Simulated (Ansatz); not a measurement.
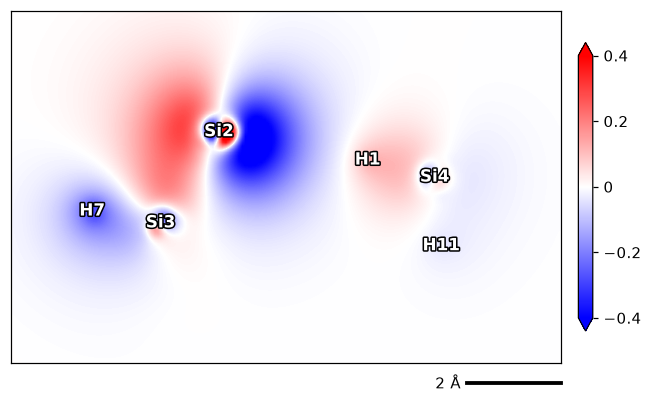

Figure. SiH4···H5Si2 (doublet). The HOMO (α) on the plane of atoms Si2, Si3 and H7 (values in Å⁻³ᐟ²; the overall sign is arbitrary).

The product side of a reaction path; geometry: PBE0-D4/def2-TZVP; a saddle point, not a minimum.

Computed with Ansatz, UKS PBE0-D4/def2-TZVPP.

```yaml
atoms:
  - { symbol: H, position_ang: [-1.0843, -0.1009, -1.4556] }
  - { symbol: Si, position_ang: [1.2215, 1.1805, 0.4382] }
  - { symbol: Si, position_ang: [1.5799, -0.0987, 2.3443] }
  - { symbol: Si, position_ang: [-2.1591, -0.7422, -2.2580] }
  - { symbol: H, position_ang: [0.6588, 2.5343, 0.6951] }
  - { symbol: H, position_ang: [2.3967, 1.2821, -0.4696] }
  - { symbol: H, position_ang: [2.5960, 0.4942, 3.2586] }
  - { symbol: H, position_ang: [0.2979, -0.2301, 3.0858] }
  - { symbol: H, position_ang: [2.0441, -1.4509, 1.9358] }
  - { symbol: H, position_ang: [-3.3452, 0.1502, -2.3010] }
  - { symbol: H, position_ang: [-2.5358, -2.0360, -1.6342] }
  - { symbol: H, position_ang: [-1.6705, -0.9826, -3.6394] }
```

**Describe this orbital and give its energy.**

It lies mainly on Si2 (about 70 %) and Si3 (about 10 %). Its energy is −6.17 eV.
